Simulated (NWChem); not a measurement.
# Run report: BHS, energy and gradient calculation (part 1 of 3)

- system: BHS (hydrogen boron sulfide), SMILES B=S
- method: B3LYP/6-31G*, RKS (NWChem 7.3.0)

The geometry comes from this level: PBE0-D4/def2-TZVP.

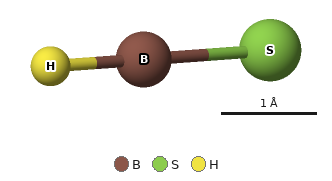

Fig. 1: The structure (ball-and-stick view, seen at a tilt). Bond lengths as drawn: B–H 1.17 Å and B–S 1.60 Å.

### Input file
```
start run
memory stack 880 mb heap 220 mb global 1100 mb
geometry noautosym nocenter noautoz
   B       -0.038660      -0.014560       0.134750
   S        0.399170       0.147640      -1.393290
   H       -0.360510      -0.133080       1.258530
end
basis cartesian
   * library 6-31G*
end
dft
   xc b3lyp
   grid xfine
   convergence energy 1e-08
   maxiter 100
   mulliken
end
task dft gradient
```

Launch command:
```bash
nwchem run.nw > run.out
```

### Output
```
Northwest Computational Chemistry Package (NWChem) 7.3.0
             --------------------------------------------------------

           Job information
           ---------------

    nwchem branch   = 7.3.0
    use scalapack   = T
    input           = run.nw
    prefix          = run.
    data base       = ./run.db
    status          = startup
    nproc           =        1

           Memory information
           ------------------

    heap     =     28835834 doubles =      220.0 Mbytes
    stack    =    115343359 doubles =      880.0 Mbytes
    global   =    144179200 doubles =     1100.0 Mbytes (distinct from heap & stack)
    total    =    288358393 doubles =     2200.0 Mbytes
    verify   = yes
    hardfail = no

           Directory information
           ---------------------

  0 permanent = .
  0 scratch   = .

                                NWChem Input Module
                                -------------------

 Scaling coordinates for geometry "geometry" by  1.889725989
 (inverse scale =  0.529177249)

                             Geometry "geometry" -> ""
                             -------------------------

 Output coordinates in angstroms (scale by  1.889725989 to convert to a.u.)

  No.       Tag          Charge          X              Y              Z
 ---- ---------------- ---------- -------------- -------------- --------------
    1 B                    5.0000    -0.03866000    -0.01456000     0.13475000
    2 S                   16.0000     0.39917000     0.14764000    -1.39329000
    3 H                    1.0000    -0.36051000    -0.13308000     1.25853000

      Atomic Mass
      -----------

      B                 11.009310
      S                 31.972070
      H                  1.007825

 Effective nuclear repulsion energy (a.u.)      31.8010871304

            Nuclear Dipole moment (a.u.)
            ----------------------------
        X                 Y               Z
 ---------------- ---------------- ----------------
    11.0226016160     4.0749295327   -38.4755014288

            XYZ format geometry
            -------------------
     3
 geometry
 B                    -0.03866000    -0.01456000     0.13475000
 S                     0.39917000     0.14764000    -1.39329000
 H                    -0.36051000    -0.13308000     1.25853000

 ==============================================================================
                                internuclear distances
 ------------------------------------------------------------------------------
       center one      |      center two      | atomic units |  angstroms
 ------------------------------------------------------------------------------
    2 S                |   1 B                |     3.01937  |     1.59778
    3 H                |   1 B                |     2.22034  |     1.17495
 ------------------------------------------------------------------------------
                         number of included internuclear distances:          2
 ==============================================================================

 ==============================================================================
                                 internuclear angles
 ------------------------------------------------------------------------------
        center 1       |       center 2       |       center 3       |  degrees
 ------------------------------------------------------------------------------
    2 S                |   1 B                |   3 H                |   179.96
 ------------------------------------------------------------------------------
                            number of included internuclear angles:          1
 ==============================================================================

 Summary of "ao basis" -> "" (cartesian)
 ------------------------------------------------------------------------------
       Tag                 Description            Shells   Functions and Types
 ---------------- ------------------------------  ------  ---------------------
 *                           6-31G*                   on all atoms

                                 NWChem DFT Module
                                 -----------------

                      Basis "ao basis" -> "ao basis" (cartesian)
                      -----
  [basis functions not shown]

 Summary of "ao basis" -> "ao basis" (cartesian)
 ------------------------------------------------------------------------------
       Tag                 Description            Shells   Functions and Types
 ---------------- ------------------------------  ------  ---------------------
 B                           6-31G*                  6       15   3s2p1d
 S                           6-31G*                  8       19   4s3p1d
 H                           6-31G*                  2        2   2s

 Summary of "ao basis" -> "ao basis" (cartesian)
 ------------------------------------------------------------------------------
       Tag                 Description            Shells   Functions and Types
 ---------------- ------------------------------  ------  ---------------------
 B                           6-31G*                  6       15   3s2p1d
 S                           6-31G*                  8       19   4s3p1d
 H                           6-31G*                  2        2   2s

  Caching 1-el integrals
  itol2e modified to match energy
  convergence criterion.
  tol_rho modified to match energy
  convergence criterion.

            General Information
            -------------------
          SCF calculation type: DFT
          Wavefunction type:  closed shell.
          No. of atoms     :     3
          No. of electrons :    22
           Alpha electrons :    11
            Beta electrons :    11
          Charge           :     0
          Spin multiplicity:     1
          Use of symmetry is: off; symmetry adaption is: off
          Maximum number of iterations: 100
          AO basis - number of functions:    36
                     number of shells:    16
          Convergence on energy requested:  1.00D-08
          Convergence on density requested:  1.00D-05
          Convergence on gradient requested:  5.00D-04

              XC Information
              --------------
                         B3LYP Method XC Potential
                     Hartree-Fock (Exact) Exchange  0.200
                        Slater Exchange Functional  0.800 local
                    Becke 1988 Exchange Functional  0.720 non-local
              Lee-Yang-Parr Correlation Functional  0.810
                  VWN I RPA Correlation Functional  0.190 local

             Grid Information
             ----------------
          Grid used for XC integration:  xfine
          Radial quadrature: Mura-Knowles
          Angular quadrature: Lebedev.
          Tag              B.-S. Rad. Rad. Pts. Rad. Cut. Ang. Pts.
          ---              ---------- --------- --------- ---------
          B                   0.85      100           8.0      1454
          S                   1.00      125           9.0      1454
          H                   0.35      100          10.0      1202
          Grid pruning is: on
          Number of quadrature shells:   325
          Spatial weights used:  Erf1

          Convergence Information
          -----------------------
          Convergence aids based upon iterative change in
          total energy or number of iterations.
          Levelshifting, if invoked, occurs when the
          HOMO/LUMO gap drops below (HL_TOL):  1.00D-02
          DIIS, if invoked, will attempt to extrapolate
          using up to (NFOCK): 10 stored Fock matrices.

                    Damping( 0%)  Levelshifting(0.5)       DIIS
                  --------------- ------------------- ---------------
          dE  on:    start            ASAP                start
          dE off:    2 iters        100 iters           100 iters

      Screening Tolerance Information
      -------------------------------
          Density screening/tol_rho:  1.00D-11
          AO Gaussian exp screening on grid/accAOfunc:  18
          CD Gaussian exp screening on grid/accCDfunc:  20
          XC Gaussian exp screening on grid/accXCfunc:  20
          Schwarz screening/accCoul:  1.00D-09

      Superposition of Atomic Density Guess
      -------------------------------------

 Sum of atomic energies:        -422.48000199

      Non-variational initial energy
      ------------------------------

 Total energy =    -422.985542
 1-e energy   =    -645.227716
 2-e energy   =     190.441086
 HOMO         =      -0.365596
 LUMO         =       0.034964

   Time after variat. SCF:      0.1

     ---------------------------------------------
      Total Density - Mulliken Population Analysis
     ---------------------------------------------

    Atom       Charge   Shell Charges
 -----------   ------   -------------------------------------------------------
    1 B    5     4.47   2.00  0.62  0.91  0.53  0.33  0.07
    2 S   16    16.61   2.00  2.00  5.98  1.34  3.19  0.55  1.52  0.03
    3 H    1     0.92   0.45  0.47
   Time prior to 1st pass:      0.1

 Grid_pts file          = ./run.gridpts.0
 Record size in doubles =  12289        No. of grid_pts per rec  =   3070
 Max. records in memory =    171        Max. recs in file   = *********

 Grid integrated density:      22.000000751758
 Requested integration accuracy:   0.10E-07

           Memory utilization after 1st SCF pass:
           Heap Space remaining (MW):        0.00                  22
          Stack Space remaining (MW):      115.34           115343036

   convergence    iter        energy       DeltaE   RMS-Dens  Diis-err    time
 ---------------- ----- ----------------- --------- --------- ---------  ------
 d= 0,ls=0.0,diis     1   -423.5950362702 -4.55D+02  3.57D-02  3.90D-01     0.4
 Grid integrated density:      22.000000714101
 Requested integration accuracy:   0.10E-07
 d= 0,ls=0.0,diis     2   -423.3853808831  2.10D-01  2.78D-02  1.61D+00     0.7
 Grid integrated density:      22.000000751100
 Requested integration accuracy:   0.10E-07
 d= 0,ls=0.0,diis     3   -423.6505215543 -2.65D-01  3.90D-03  1.87D-02     1.0
 Grid integrated density:      22.000000747043
 Requested integration accuracy:   0.10E-07
 d= 0,ls=0.0,diis     4   -423.6537288424 -3.21D-03  8.76D-04  5.56D-04     1.2
 d= 0,ls=0.0,diis     5   -423.6538110955 -8.23D-05  1.81D-04  4.05D-05     1.5
  Resetting Diis
 d= 0,ls=0.0,diis     6   -423.6538175809 -6.49D-06  2.26D-05  9.25D-07     1.8
 d= 0,ls=0.0,diis     7   -423.6538177399 -1.59D-07  6.36D-06  6.14D-09     2.1
 d= 0,ls=0.0,diis     8   -423.6538177365  3.45D-09  3.83D-06  2.58D-08     2.4

         Total DFT energy =     -423.653817736477
      One electron energy =     -646.555886487818
           Coulomb energy =      221.193572720711
    Exchange-Corr. energy =      -30.092591099764
 Nuclear repulsion energy =       31.801087130395

 Numeric. integr. density =       22.000000017957

     Total iterative time =      2.3s

                       DFT Final Molecular Orbital Analysis
                       ------------------------------------

 Vector    1  Occ=2.000000D+00  E=-8.887598D+01
              MO Center=  4.0D-01,  1.5D-01, -1.4D+00, r^2= 3.6D-03
   Bfn.  Coefficient  Atom+Function         Bfn.  Coefficient  Atom+Function
  ----- ------------  ---------------      ----- ------------  ---------------
    16      0.996111  2 S  s

 Vector    2  Occ=2.000000D+00  E=-7.941422D+00
              MO Center=  4.0D-01,  1.5D-01, -1.4D+00, r^2= 7.7D-02
   Bfn.  Coefficient  Atom+Function         Bfn.  Coefficient  Atom+Function
  ----- ------------  ---------------      ----- ------------  ---------------
    17      1.021966  2 S  s                 16     -0.279743  2 S  s
    21      0.078882  2 S  s

 Vector    3  Occ=2.000000D+00  E=-6.816856D+00
              MO Center= -3.9D-02, -1.5D-02,  1.3D-01, r^2= 4.1D-02
   Bfn.  Coefficient  Atom+Function         Bfn.  Coefficient  Atom+Function
  ----- ------------  ---------------      ----- ------------  ---------------
     1      0.992708  1 B  s                  2      0.055928  1 B  s

 Vector    4  Occ=2.000000D+00  E=-5.902348D+00
              MO Center=  4.0D-01,  1.5D-01, -1.4D+00, r^2= 6.9D-02
   Bfn.  Coefficient  Atom+Function         Bfn.  Coefficient  Atom+Function
  ----- ------------  ---------------      ----- ------------  ---------------
    20      0.946905  2 S  pz                18     -0.271565  2 S  px
    19     -0.101807  2 S  py                24      0.031994  2 S  pz

 Vector    5  Occ=2.000000D+00  E=-5.901201D+00
              MO Center=  4.0D-01,  1.5D-01, -1.4D+00, r^2= 6.8D-02
   Bfn.  Coefficient  Atom+Function         Bfn.  Coefficient  Atom+Function
  ----- ------------  ---------------      ----- ------------  ---------------
    18      0.944024  2 S  px                20      0.253044  2 S  pz
    19     -0.164577  2 S  py                22      0.028275  2 S  px

 Vector    6  Occ=2.000000D+00  E=-5.901201D+00
              MO Center=  4.0D-01,  1.5D-01, -1.4D+00, r^2= 6.8D-02
   Bfn.  Coefficient  Atom+Function         Bfn.  Coefficient  Atom+Function
  ----- ------------  ---------------      ----- ------------  ---------------
    19      0.972025  2 S  py                20      0.142175  2 S  pz
    18      0.131349  2 S  px                23      0.029114  2 S  py

 Vector    7  Occ=2.000000D+00  E=-7.323951D-01
              MO Center=  2.9D-01,  1.1D-01, -1.0D+00, r^2= 9.7D-01
   Bfn.  Coefficient  Atom+Function         Bfn.  Coefficient  Atom+Function
  ----- ------------  ---------------      ----- ------------  ---------------
    21      0.672311  2 S  s                 17     -0.331317  2 S  s
    25      0.247400  2 S  s                  2      0.178882  1 B  s
     5     -0.150384  1 B  pz                24      0.117408  2 S  pz
     1     -0.106571  1 B  s                  6      0.072344  1 B  s
    16      0.072231  2 S  s                 20     -0.056901  2 S  pz

 Vector    8  Occ=2.000000D+00  E=-4.841569D-01
              MO Center= -1.7D-01, -6.3D-02,  5.9D-01, r^2= 1.6D+00
   Bfn.  Coefficient  Atom+Function         Bfn.  Coefficient  Atom+Function
  ----- ------------  ---------------      ----- ------------  ---------------
    35      0.283913  3 H  s                  2      0.278262  1 B  s
     6      0.258127  1 B  s                 36      0.219803  3 H  s
     5      0.217005  1 B  pz                21     -0.216025  2 S  s
     1     -0.161595  1 B  s                 24      0.128819  2 S  pz
    25     -0.121026  2 S  s                 17      0.099518  2 S  s

 Vector    9  Occ=2.000000D+00  E=-3.814687D-01
              MO Center=  3.1D-01,  1.2D-01, -1.1D+00, r^2= 2.0D+00
   Bfn.  Coefficient  Atom+Function         Bfn.  Coefficient  Atom+Function
  ----- ------------  ---------------      ----- ------------  ---------------
    24      0.528916  2 S  pz                 5     -0.326356  1 B  pz
    21     -0.258891  2 S  s                 25     -0.248524  2 S  s
    20     -0.213421  2 S  pz                36     -0.184502  3 H  s
    28      0.169466  2 S  pz                22     -0.151566  2 S  px
    35     -0.141446  3 H  s                  2      0.119450  1 B  s

 Vector   10  Occ=2.000000D+00  E=-2.998463D-01
              MO Center=  2.9D-01,  1.1D-01, -1.0D+00, r^2= 1.7D+00
   Bfn.  Coefficient  Atom+Function         Bfn.  Coefficient  Atom+Function
  ----- ------------  ---------------      ----- ------------  ---------------
    22      0.577603  2 S  px                26      0.289726  2 S  px
     3      0.258973  1 B  px                18     -0.222517  2 S  px
    24      0.156342  2 S  pz                 7      0.143255  1 B  px
    23     -0.086328  2 S  py                28      0.078422  2 S  pz
     5      0.070090  1 B  pz                20     -0.060230  2 S  pz

 Vector   11  Occ=2.000000D+00  E=-2.998463D-01
              MO Center=  2.9D-01,  1.1D-01, -1.0D+00, r^2= 1.7D+00
   Bfn.  Coefficient  Atom+Function         Bfn.  Coefficient  Atom+Function
  ----- ------------  ---------------      ----- ------------  ---------------
    23      0.595219  2 S  py                27      0.298562  2 S  py
     4      0.266888  1 B  py                19     -0.229304  2 S  py
     8      0.147622  1 B  py                24      0.082413  2 S  pz
    22      0.066654  2 S  px                33      0.064046  2 S  dyz
    14     -0.044876  1 B  dyz               28      0.041347  2 S  pz
```
